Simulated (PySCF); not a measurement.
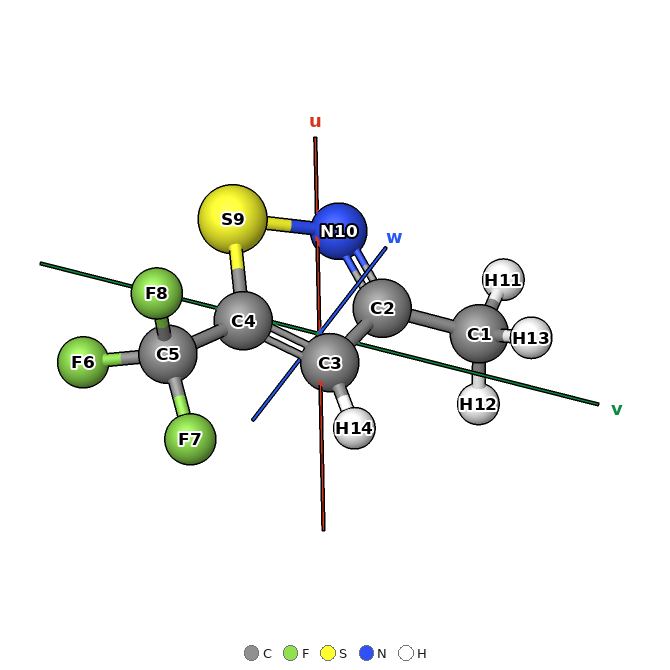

The lines u, v and w are the principal axes of the static dipole polarisability. The computed structure is the end point of a PBE0-D3(BJ)/def2-SVP optimisation. No frequency run is at hand to confirm it as a minimum. Level of theory: ωB97X-D/def2-SVPD (PySCF 2.14.0).

> Along which axis is the molecule most polarisable, and along which least?

Most along v (nearly parallel to the C1–C2 bond), least along w.

> Give the three principal values.

u 86.7, v 105.7, w 59.0 bohr³; mean 83.8, anisotropy 40.7 bohr³.
